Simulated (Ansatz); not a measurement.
Hf3Si (triplet)

Input

```
crystal:
  periodic: [false, false, false]
  atoms:
    - {symbol: Hf, position_ang: [1.243087, 0.259485, 0.540164]}
    - {symbol: Hf, position_ang: [-0.810947, 2.056215, 0.533564]}
    - {symbol: Hf, position_ang: [-1.004520, -0.250192, -0.912113]}
    - {symbol: Si, position_ang: [0.572381, -2.065498, -0.161614]}
basis:
  gaussian: {orbitals: def2-TZVP, initial_orbitals: start.molden}
magnetization: {spin_polarized: true, initial_magnetization: 2}
hamiltonian: {xc: pbe0, dispersion: d4}
scf: {omitted_lower_state_checks: [starts]}
output: {orbitals: {seedname: orbitals}}
```

Command:

```sh
ansatz run in.yaml --threads 4 --pin off --events-out ev --progress --plain --max-ram 3916MiB
```

Geometry: B3LYP-D4/def2-SVP; core potentials replace the inner electrons of Hf.

The calculation used Ansatz, UKS PBE0-D4/def2-TZVP.

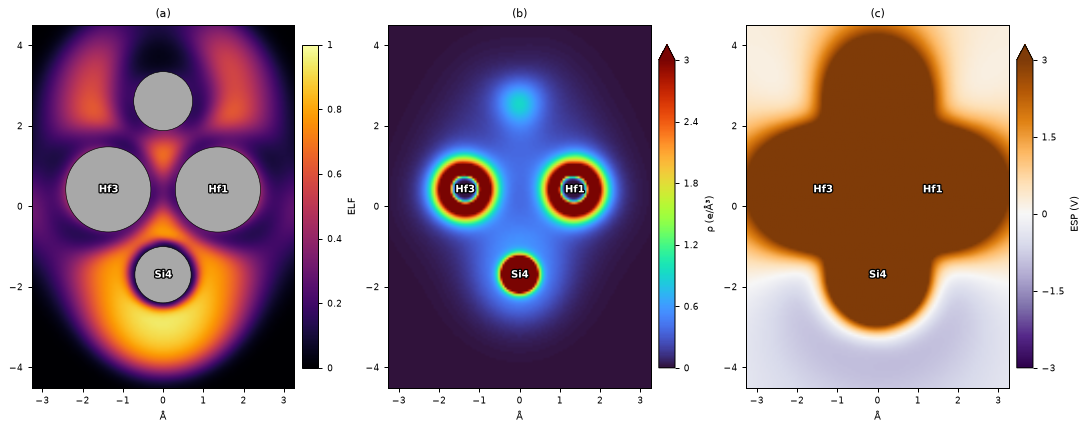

Figure 1. (a) electron localisation function; (b) electron density; (c) molecular electrostatic potential on the plane of atoms Hf1, Si4 and Hf3. Grey discs cover the atomic cores in the ELF map.

**What does the map show?**

- Atoms in the plane: Hf and Si.
- Hf–Si (2.52 Å): ρ at the midpoint is about 0.46 e/Å³; the ELF peaks at about 0.65 in the valence shell of Si, 1.0 Å from its nucleus, and is about 0.40 at the midpoint.
- Hf–Hf (2.72 Å): the density is about 0.38 e/Å³ at the midpoint; the ELF is about 0.30 at the midpoint.
- Outside the dense part of the molecule the potential is most negative (−1.0 V) near Si4.

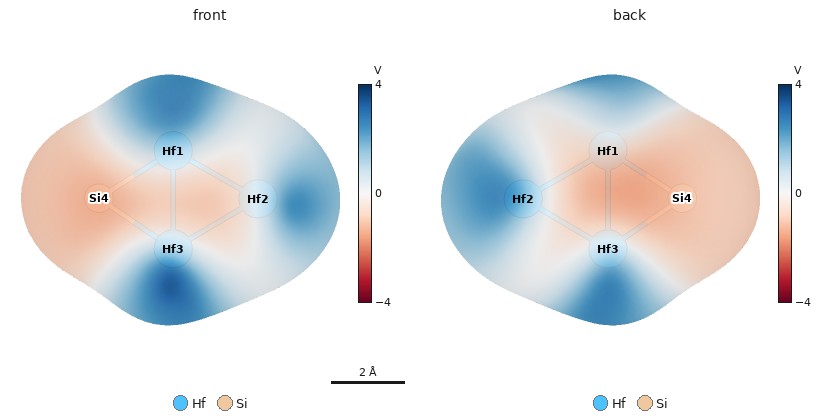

Figure 2. The electrostatic potential painted on the density surface at 0.002 e/bohr³, seen from the front and from behind; the colour scale runs from red (negative) to blue (positive).

**Where is the surface potential most negative and most positive?**

The most negative region (about −1.6 V) lies over Si4, the most positive (about +3.2 V) over Hf3.

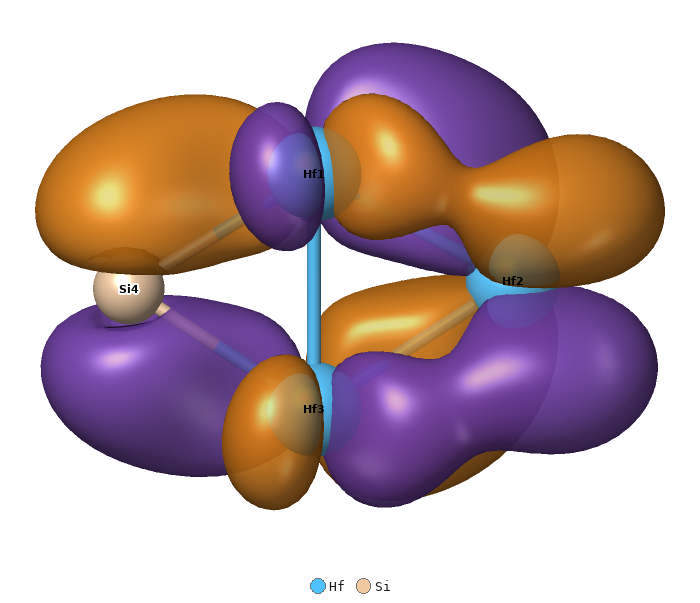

Figure 3. The HOMO−1 (α) at ±0.06 Å⁻³ᐟ² (orange and purple are the two phases), seen at a tilt.

**What is the character of this orbital?**

Its weight (Hirshfeld) is mainly on Hf2 (about 50 %), Hf1 (about 20 %), Hf3 (about 20 %) and Si4 (about 10 %). Its energy is −4.35 eV.

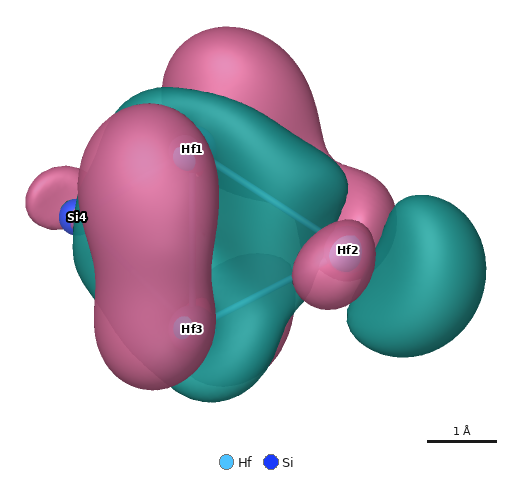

Figure 4. The HOMO (α) at ±0.08 Å⁻³ᐟ² (teal and pink are the two phases), seen at a tilt.

**Where does this orbital lie, and at what energy?**

By Hirshfeld shares it lies mainly on Hf1 (about 35 %), Hf3 (about 35 %), Hf2 (about 25 %) and Si4 (about 10 %). Its energy is −3.96 eV.
